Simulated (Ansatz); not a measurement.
# CH6BNSi: what the fields show

Input

```
crystal:
  periodic: [false, false, false]
  atoms:
    - { symbol: Si, position_ang: [0.2672, 1.3153, 0.3519] }
    - { symbol: "N", position_ang: [-0.8092, 0.0307, -0.3225] }
    - { symbol: B, position_ang: [-0.563, -1.2341, 0.5529] }
    - { symbol: C, position_ang: [0.0552, -1.0021, -0.8957] }
    - { symbol: H, position_ang: [-1.32046, 0.85824, -0.69045] }
    - { symbol: H, position_ang: [-0.5071, 2.0542, 1.423] }
    - { symbol: H, position_ang: [1.5225, 0.8495, 0.87] }
    - { symbol: H, position_ang: [-0.8894, -1.9939, 1.357] }
    - { symbol: H, position_ang: [-0.5714, -1.5714, -1.6176] }
    - { symbol: H, position_ang: [1.0755, -0.8232, -0.971] }
magnetization:
  spin_polarized: true
basis:
  gaussian: { orbitals: cc-pVDZ }
hamiltonian:
  xc: b3lyp
  dispersion: d4
relax:
  f_tol: 0.02
  max_steps: 50
output:
  orbitals: {}
```

Command:

```sh
ansatz run input.yaml --threads 2 --pin off --max-ram 3072MiB --backend cpu --events-out ev --progress --plain --runs-dir out
```

The fields are those of the relaxed geometry.

All numbers below come from UKS B3LYP-D4/cc-pVDZ (Ansatz 0.2.0).

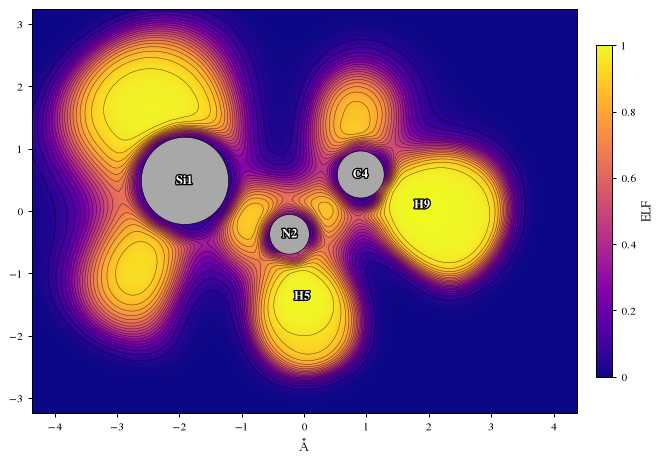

Figure 1. Electron localisation function on the plane of atoms Si1, N2 and H5. Grey discs cover the atomic cores.

Question: Describe what can be read from this map.

Answer:
- The section cuts through Si, N, C and H sites.
- C–N (1.49 Å): the ELF peaks at about 0.85 between the atoms, as expected for localised, covalent bonding.
- Si–N (1.88 Å): the ELF peaks at about 0.90 between the atoms (a polar covalent bond).
- N–H (1.02 Å): the ELF climbs to about 1 towards the hydrogen, as it does in any bond to H; an ordinary covalent bond to hydrogen.
- C–H (1.09 Å): the ELF climbs to about 1 towards the hydrogen (a covalent bond by its length).
- The ELF also peaks beside Si1, away from the bonds: lone-pair regions.

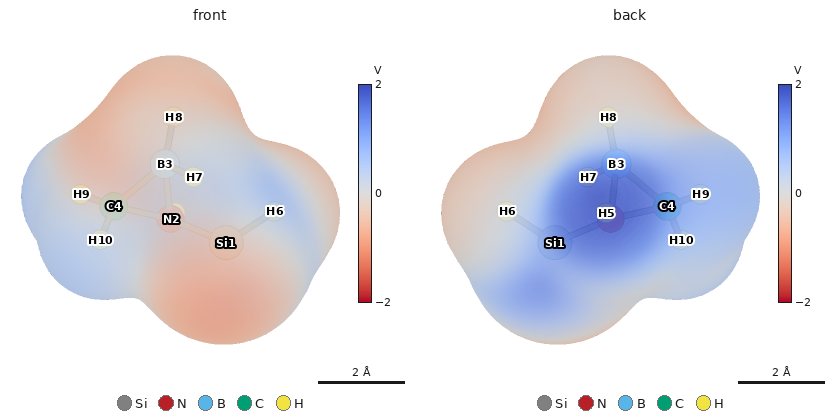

Figure 2. The molecular electrostatic potential painted on the density surface at 0.001 e/bohr³, seen from the front and from behind; red is negative and blue positive.

Question: Which sites attract a positive test charge, and which a negative one?

Answer: A positive charge is drawn to the negative regions and a negative charge to the positive ones. The most negative region (about −0.8 V) lies over Si1, the most positive (about +1.8 V) over H5.

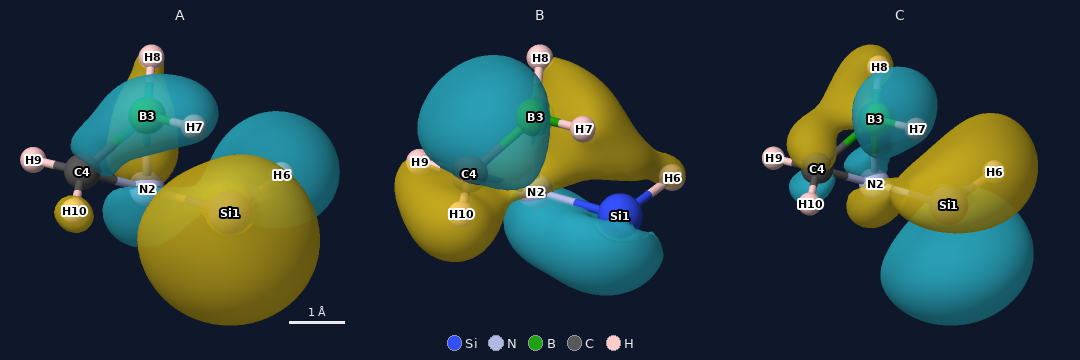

Figure 3. Three frontier orbitals at ±0.08 Å⁻³ᐟ² (yellow and cyan are the two phases), in no order.

Question: Which picture is the HOMO−1, the HOMO and the LUMO?

Answer: B is the HOMO−1 (−7.81 eV). It lies mainly on C4 (about 35 %), B3 (about 25 %), N2 (about 15 %) and Si1 (about 10 %). A is the HOMO (−6.22 eV). By Hirshfeld shares it lies mainly on Si1 (about 65 %), H6 (about 15 %), N2 (about 10 %) and B3 (about 5 %). C is the LUMO (−1.20 eV). By Hirshfeld shares it lies mainly on Si1 (about 70 %), B3 (about 10 %) and H7 (about 5 %).

Question: What is the HOMO–LUMO gap?

Answer: 5.02 eV between the orbital energies.
